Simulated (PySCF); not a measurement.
Input

```
{"job": {"kind": "nmr", "xc": "PBE0", "basis": "pcSseg-1", "pop": false}, "charge": 1, "multiplicity": 1}
C      3.146800     1.070800     0.222200
C      2.116500     0.558800    -0.741100
C      1.234500    -0.073000    -1.314400
C      0.110800    -0.903600    -1.781100
Si    -1.288100    -0.762000    -0.536600
C     -1.150000     0.514200     0.780000
C     -2.925500    -1.903300    -0.491800
F     -3.084900    -2.367700     0.774500
H      3.555100     0.142700     0.599900
H      2.543100     1.440300     1.046400
H      3.757300     1.727500    -0.349700
H      0.533100    -1.872600    -1.965700
H     -0.182600    -0.480200    -2.791500
H     -0.195600     0.473600     1.212700
H     -1.275400     1.425300     0.157300
H     -1.914000     0.496800     1.584000
H     -2.918000    -2.812100    -1.172900
H     -3.828200    -1.259900    -0.643400
```

Run with:

```sh
OMP_NUM_THREADS=1 python probes_run.py task.json out
```

Geometry: GFN2-xTB, MD frame at 250 fs, 300 K.

The calculation used PBE0/pcSseg-1, SCF density, gas phase, non-relativistic in PySCF 2.14.0.

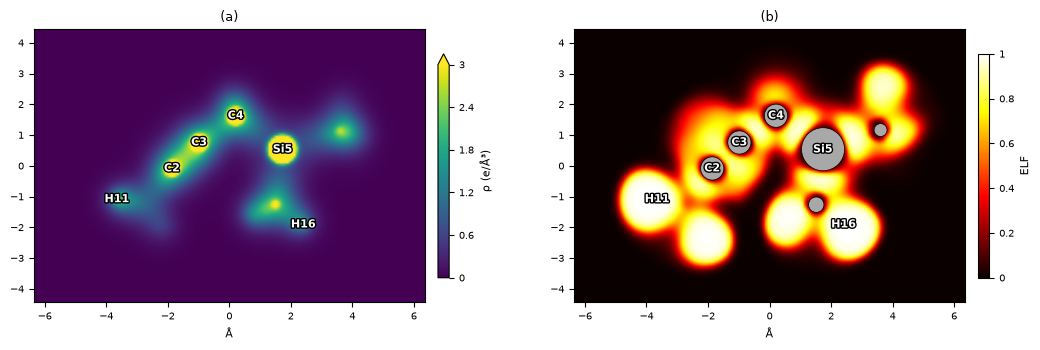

C6H10FSi (SMILES CC#CC[Si+](C)CF) (charge +1). (a) electron density; (b) electron localisation function on the plane of atoms C3, C4 and Si5. Grey discs cover the atomic cores in the ELF map.

What does the map show?

The plane passes through C, Si and H nuclei.
C–C (1.23 Å): ρ is about 2.6 e/Å³ halfway; the ELF peaks at about 0.85 between the atoms (a multiple bond).
